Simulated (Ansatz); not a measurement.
**B2PLYP/def2-SVP (core potential) run of C2H5InO (SMILES C[C](=O)[InH2])**

Aim: the vertical ionisation energy of C2H5InO at B2PLYP/def2-SVP (core potential), from 2 runs. 

The results are computed with Ansatz 0.2.0.

62 further runs of the same task are left out: 62 set aside as unsound or not needed.

## 1. The system as given

C2H5InO has 9 atoms, charge 0, and is taken as a singlet. As SMILES, `C[C](=O)[InH2]`. The coordinates come from a PBE0-D4/def2-TZVP relaxation.

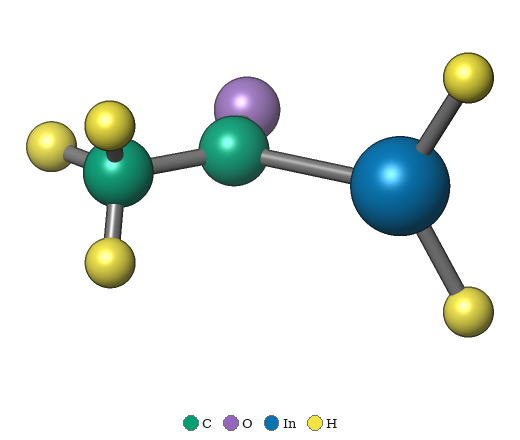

Viewed from a chosen angle; carbon teal, oxygen purple, indium blue, hydrogen yellow.

## 2. The energy at B2PLYP/def2-SVP (core potential)

Contents of molecule.yaml:

```yaml
crystal:
  periodic: [false, false, false]
  atoms:
    - {symbol: C, position_ang: [0.344400, 1.188000, -0.839100]}
    - {symbol: C, position_ang: [0.607000, -0.087100, -0.096200]}
    - {symbol: O, position_ang: [1.705800, -0.590300, -0.051600]}
    - {symbol: In, position_ang: [-0.847800, -1.304800, 1.038800]}
    - {symbol: H, position_ang: [1.255300, 1.565500, -1.309800]}
    - {symbol: H, position_ang: [-0.427200, 1.011100, -1.595100]}
    - {symbol: H, position_ang: [-0.058700, 1.931600, -0.144300]}
    - {symbol: H, position_ang: [-1.599800, -2.644700, 0.254600]}
    - {symbol: H, position_ang: [-0.978900, -1.069400, 2.742600]}
basis:
  gaussian: {orbitals: def2-SVP}
correlation: {frozen_orbitals: {C: 1, H: 0, In: 4, O: 1}}
output: {orbitals: {seedname: orbitals}}
accuracy: high
hamiltonian: {xc: {name: B2PLYP}}
```

Started as:

```bash
$ ansatz run molecule.yaml --threads 1 --pin off --max-ram 3480MiB --events-out events.jsonl --progress --plain --runs-dir runs
```

The log of the run:

```text
Warning: RAYON_NUM_THREADS=1 ignored (pool sized by the plan → 1); use --threads N
Functional definition: B2PLYP
  name "B2PLYP"
  parameter a = 0.53
  parameter c = 0.27
  exchange = (1 - a)*b88_x + a*exact_x
  correlation = (1 - c)*lyp_c + c*(mp2_os + mp2_ss)
2299 factors; integrals over basis functions are off by at most 8.2e-9 eV
mean field evaluation 1: about -9350.4472 eV, gradient 4.3e1 eV
mean field evaluation 2: about -9350.8216 eV, gradient 4.2e1 eV
mean field evaluation 4: about -9354.6366 eV, gradient 1.0e1 eV
mean field evaluation 8: about -9354.8786 eV, gradient 5.8e-1 eV
mean field evaluation 16: about -9354.8803 eV, gradient 2.9e-4 eV
mean field -9354.88033711 eV, -343.7855114232 hartree, gradient 3.0e-8 eV, S^2 0.000000; 0 other end points of the search recorded, 0 dependent functions left out
7 core orbitals not correlated: weight in the atoms' cores, before any rotation towards them, 1.000 or more for the frozen orbitals, at most 0.000 for the correlated occupied ones
reference -9354.88036568 eV, -343.7855124731 hartree; 16, 16 occupied and 70, 70 virtual orbitals, 2299 factors
second order -18.49394626 eV of doubles, -0.00000000 eV of singles
Total energy: -9359.87373117 eV, -343.9690152703 hartree
```

Run time: 14 s. Hardware: 1 thread of Arm Neoverse V2, shared host; peak memory 0.34 GiB.

## 3. The doublet cation, same level

Contents of in.yaml:

```yaml
crystal:
  periodic: [false, false, false]
  atoms:
    - {symbol: C, position_ang: [0.344400, 1.188000, -0.839100]}
    - {symbol: C, position_ang: [0.607000, -0.087100, -0.096200]}
    - {symbol: O, position_ang: [1.705800, -0.590300, -0.051600]}
    - {symbol: In, position_ang: [-0.847800, -1.304800, 1.038800]}
    - {symbol: H, position_ang: [1.255300, 1.565500, -1.309800]}
    - {symbol: H, position_ang: [-0.427200, 1.011100, -1.595100]}
    - {symbol: H, position_ang: [-0.058700, 1.931600, -0.144300]}
    - {symbol: H, position_ang: [-1.599800, -2.644700, 0.254600]}
    - {symbol: H, position_ang: [-0.978900, -1.069400, 2.742600]}
basis:
  gaussian: {orbitals: def2-SVP}
hamiltonian: {xc: {name: B2PLYP}}
output: {orbitals: {seedname: orbitals}}
total_charge: 1
correlation: {frozen_orbitals: {C: 1, H: 0, In: 4, O: 1}}
magnetization: {spin_polarized: true, initial_magnetization: 1}
accuracy: high
```

Started as:

```bash
$ ansatz run in.yaml --threads 1 --pin off --max-ram 3480MiB --events-out events.jsonl --progress --plain --runs-dir runs
```

The log of the run, cut to the lines that bear on the results:

```text
Warning: RAYON_NUM_THREADS=1 ignored (pool sized by the plan → 1); use --threads N
Functional definition: B2PLYP
  name "B2PLYP"
[...]
2298 factors; integrals over basis functions are off by at most 8.2e-9 eV
[...]
mean field -9346.88302725 eV, -343.4916157067 hartree, gradient 2.4e-8 eV, S^2 0.762388; 2 other end points of the search recorded, 0 dependent functions left out
7 core orbitals not correlated: weight in the atoms' cores, before any rotation towards them, 1.000 or more for the frozen orbitals, at most 0.000 for the correlated occupied ones
reference -9346.88305539 eV, -343.4916167407 hartree; 16, 15 occupied and 70, 71 virtual orbitals, 2298 factors
second order -17.85827389 eV of doubles, -0.00000000 eV of singles
Total energy: -9351.70478934 eV, -343.6688121951 hartree
```

It took 24 s on 1 thread of Arm Neoverse V2, shared host; peak memory 0.66 GiB.

## 4. Summary of results

Level: B2PLYP/def2-SVP (core potential), 7 core orbitals frozen.

| quantity | value |
| --- | --- |
| singlet C2H5InO: total energy | -343.96902 Eh |
| singlet C2H5InO: HOMO energy (SCF part's orbitals) | -7.29 eV |
| singlet C2H5InO: LUMO energy (SCF part's orbitals) | -0.82 eV |
| singlet C2H5InO: HOMO–LUMO gap (SCF part's orbitals) | 6.46 eV |
| doublet cation: total energy | -343.66881 Eh |
| doublet cation: HOMO energy (SCF part's orbitals) (highest over α and β) | -14.25 eV |
| doublet cation: LUMO energy (SCF part's orbitals) (lowest over α and β) | -8.73 eV |
| doublet cation: ⟨S²⟩ | 0.762 |
| vertical ionisation energy (to the doublet cation) | 8.169 eV |

Removing an electron at fixed nuclei costs 8.17 eV (188 kcal/mol). −ε(HOMO) before ionisation, 7.29 eV, is 0.88 eV below this ionisation energy.
